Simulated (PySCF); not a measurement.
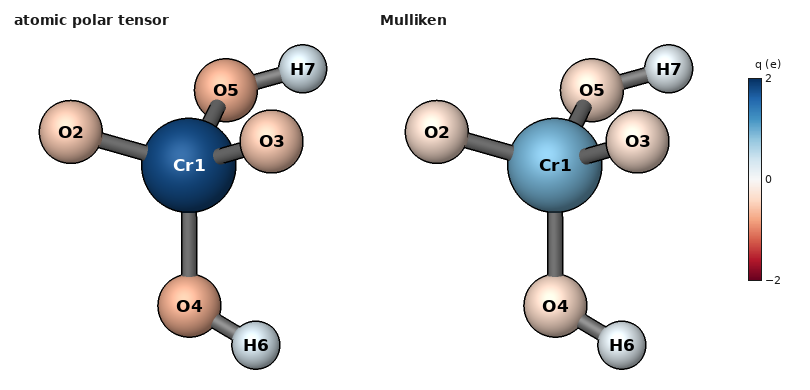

Atomic charges of one calculation by 2 schemes, on one colour scale. Charge 0, singlet. The computed structure is the end point of a B3LYP/def2-SVP optimisation. Level of theory: B3LYP/def2-SVP (PySCF 2.14.0).

Which scheme gives the most polar picture (largest mean size of the charges)?

The atomic polar tensor charges are the largest in size here.

On which atom do the schemes disagree most?

On Cr1 (from 0.95 to 1.79 e).

List the charges (e), one line for each set of equivalent atoms.

```json
{"atom": "Cr1", "atomic polar tensor": "1.79", "Mulliken": "0.95"}
{"atom": "O2", "atomic polar tensor": "−0.51", "Mulliken": "−0.31"}
{"atom": "O3", "atomic polar tensor": "−0.53", "Mulliken": "−0.33"}
{"atom": "O4, O5", "atomic polar tensor": "−0.70", "Mulliken": "−0.37"}
{"atom": "H6, H7", "atomic polar tensor": "0.32", "Mulliken": "0.22"}
```

The search tried a few shapes and spins; others may lie lower.
